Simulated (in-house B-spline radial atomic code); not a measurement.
# Rh³⁷⁺: excited configurations in jj coupling

Wanted: excitation energies of Rh³⁷⁺ as differences of total energies (ΔSCF).

The numbers are computed with in-house B-spline radial atomic code version 1 (Dirac-Hartree-Fock, average of configuration, Fermi nucleus, basis-set limit), except any that are marked as measured or tabulated.

## 1. What is computed

| Item | Value |
| --- | --- |
| element | rhodium (Z = 45) |
| charge | +37 |
| electrons | 8 |
| configuration | 1s2 2s2 2p-2 2p+2 |
| Hamiltonian | Dirac-Coulomb |
| nucleus | Fermi, rms radius 4.495 fm |

In configurations, a minus sign after the shell means j = l − 1/2 and a plus sign j = l + 1/2; the count of electrons follows.

Settings, as recorded:

```ini
Z = 45
electrons = 8.0
configuration = 1s2 2s2 2p-2 2p+2
hamiltonian = dirac
method = hf
spin_polarised = False
nucleus = fermi
rms_radius = 4.4945
mass_number = 103
atomic_mass = 102.905494081
speed_of_light = 137.035999084
```

From the earlier run of the reference: total energy -3383.969203 hartree. Levels, eight at most:

| orbital | occupation | energy (eV) | <r> (bohr) |
| --- | --- | --- | --- |
| 1s1/2 | 2 | -25952.4 | 0.03253 |
| 2s1/2 | 2 | -5744.68 | 0.1365 |
| 2p1/2 | 2 | -5557.35 | 0.1154 |
| 2p3/2 | 2 | -5405.09 | 0.1197 |

## 2. 1s2 2s2 2p-1 2p+2 5d+1

Settings, as recorded:

```ini
Z = 45
electrons = 8.0
configuration = 1s2 2s2 2p-1 2p+2 5d+1
hamiltonian = dirac
method = hf
spin_polarised = False
nucleus = fermi
rms_radius = 4.4945
mass_number = 103
atomic_mass = 102.905494081
speed_of_light = 137.035999084
```

## 3. Run with 1s2 2s2 2p+3 6p-1

The settings differ from step 2 so:

```diff
@@ -2,3 +2,3 @@
 electrons = 8.0
-configuration = 1s2 2s2 2p-1 2p+2 5d+1
+configuration = 1s2 2s2 2p+3 6p-1
 hamiltonian = dirac
```

## 4. Run with 1s2 2s2 2p-1 2p+2 3p-1

The settings differ from step 3 so:

```diff
@@ -2,3 +2,3 @@
 electrons = 8.0
-configuration = 1s2 2s2 2p+3 6p-1
+configuration = 1s2 2s2 2p-1 2p+2 3p-1
 hamiltonian = dirac
```

## 5. 1s2 2s2 2p+3 6f-1

The settings differ from step 4 so:

```diff
@@ -2,3 +2,3 @@
 electrons = 8.0
-configuration = 1s2 2s2 2p-1 2p+2 3p-1
+configuration = 1s2 2s2 2p+3 6f-1
 hamiltonian = dirac
```

## 6. 1s2 2s1 2p-2 2p+2 4p+1

The settings differ from step 5 so:

```diff
@@ -2,3 +2,3 @@
 electrons = 8.0
-configuration = 1s2 2s2 2p+3 6f-1
+configuration = 1s2 2s1 2p-2 2p+2 4p+1
 hamiltonian = dirac
```

## 7. Configuration 1s2 2s2 2p-1 2p+3

The settings differ from step 6 so:

```diff
@@ -2,3 +2,3 @@
 electrons = 8.0
-configuration = 1s2 2s1 2p-2 2p+2 4p+1
+configuration = 1s2 2s2 2p-1 2p+3
 hamiltonian = dirac
```

## 8. 1s2 2s2 2p+4

The settings differ from step 7 so:

```diff
@@ -2,3 +2,3 @@
 electrons = 8.0
-configuration = 1s2 2s2 2p-1 2p+3
+configuration = 1s2 2s2 2p+4
 hamiltonian = dirac
```

Q: How far above the reference does each configuration lie (order and size, in eV)?

**Answer**, as computed:

| net move | configuration | energy above the reference (eV) | with Breit, QED, recoil (eV) | largest <r> (bohr) |
| --- | --- | --- | --- | --- |
| 2p1/2 → 2p3/2 | 1s2 2s2 2p-1 2p+3 | 151.63 | 148.91 | 0.136 |
| 2×2p1/2 → 2×2p3/2 | 1s2 2s2 2p+4 | 316.62 | 312.75 | 0.136 |
| 2p1/2 → 3p1/2 | 1s2 2s2 2p-1 2p+2 3p-1 | 3199.13 | 3193.65 | 0.310 |
| 2s → 4p3/2 | 1s2 2s1 2p-2 2p+2 4p+1 | 4464.93 | 4458.25 | 0.581 |
| 2p1/2 → 5d5/2 | 1s2 2s2 2p-1 2p+2 5d+1 | 4758.44 | 4751.32 | 0.894 |
| 2×2p1/2 → 2p3/2, 6p1/2 | 1s2 2s2 2p+3 6p-1 | 5154.67 | 5145.98 | 1.34 |
| 2×2p1/2 → 2p3/2, 6f5/2 | 1s2 2s2 2p+3 6f-1 | 5172.54 | 5163.66 | 1.26 |

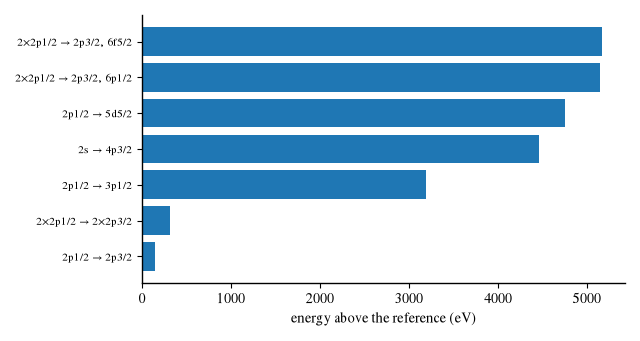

Energy of each configuration above the reference.

**Reading.** The lowest of them is 2p1/2 → 2p3/2 at 151.63 eV and the highest 2×2p1/2 → 2p3/2, 6f5/2 at 5172.54 eV. Two partly filled shells share a symmetry and can mix in the average, which may lower the energy, for: 2p1/2 → 3p1/2; 2s → 4p3/2. These are averages over configurations, without correlation, not spectroscopic levels.
